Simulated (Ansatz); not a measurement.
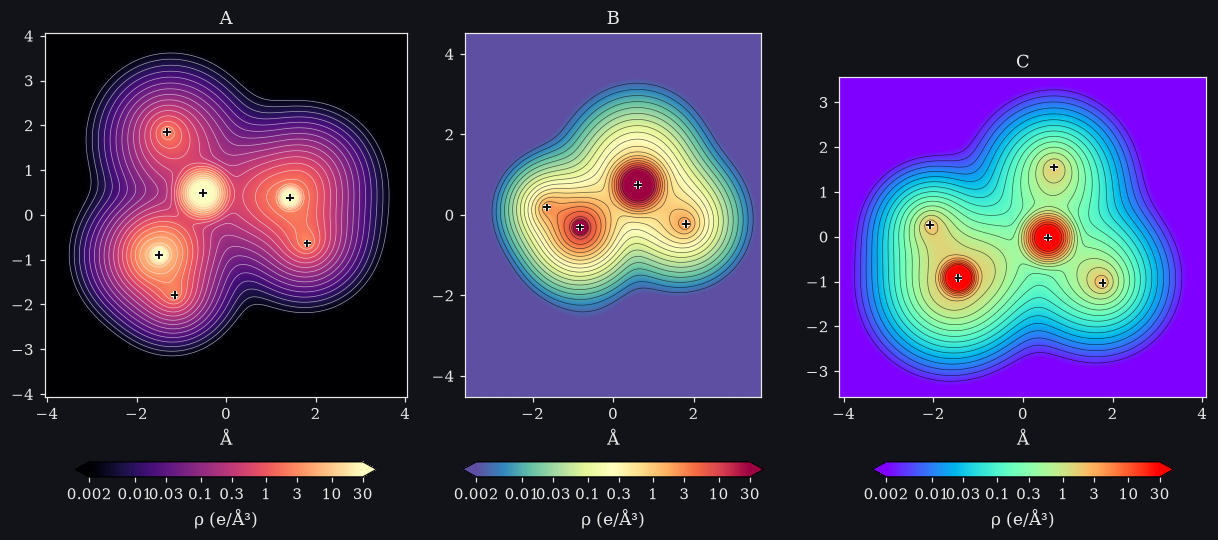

The total electron density of 3 systems, each on a plane through atoms (crosses mark nuclei in the plane).

Method: Ansatz, RKS PBE0-D4/def2-TZVPP.

System 1: AlH3S···H2, the plane of atoms S2, Al1 and H3. The reactant side of a reaction path; geometry: PBE0-D4/def2-TZVP.

```
atom    x (Å)    y (Å)    z (Å)
  Al  -0.5113   0.3714  -0.4293
   S   1.5821   0.4277  -1.0756
   H  -1.4980  -0.4732  -1.3268
   H  -0.9687   1.2886   0.7744
   H   0.0535  -1.5089   0.9146
   H  -0.6141  -1.3706   1.2359
   H   1.9565   1.2649  -0.0933
```

System 2: CH5AlO, the plane of atoms C2, Al1 and H5. The reactant side of a reaction path; geometry: PBE0-D4/def2-TZVP.

```xyz
8

Al   -0.7669    0.0350    0.4487
C     0.9557    0.5669   -0.2905
O    -1.4453   -1.4959    0.1572
H    -1.0255   -2.1678   -0.3767
H    -1.6480    0.9772    1.3629
H     1.6571    0.8224    0.5110
H     0.8508    1.4673   -0.9051
H     1.4222   -0.2050   -0.9073
```

System 3: GeH4O···H2, the plane of atoms O2, Ge1 and H4. The reactant side of a reaction path; geometry: PBE0-D4/def2-TZVP.

```yaml
atoms:
  - { symbol: Ge, position_ang: [-0.3198, 0.2832, -1.1131] }
  - { symbol: O, position_ang: [0.5862, -0.7922, -0.0140] }
  - { symbol: H, position_ang: [0.2661, 1.7066, -1.0518] }
  - { symbol: H, position_ang: [-1.7544, 0.2423, -0.5819] }
  - { symbol: H, position_ang: [-0.2338, -0.2550, -2.5541] }
  - { symbol: H, position_ang: [0.0642, -0.2891, 2.4310] }
  - { symbol: H, position_ang: [-0.1281, -0.0524, 3.1143] }
  - { symbol: H, position_ang: [1.5194, -0.8434, -0.2304] }
```

Q: Match each panel to its system.

A: Panel A is system 2, CH5AlO: the plane holds Al, C, O and H. Al–O (1.70 Å): ρ at the midpoint is about 0.9 e/Å³. Panel B is system 3, GeH4O···H2: the plane holds Ge, O and H. Ge–O (1.78 Å): the density is about 0.98 e/Å³ at the midpoint. Panel C is system 1, AlH3S···H2: the plane holds Al, S and H. Al–S (2.19 Å): ρ is about 0.68 e/Å³ halfway.
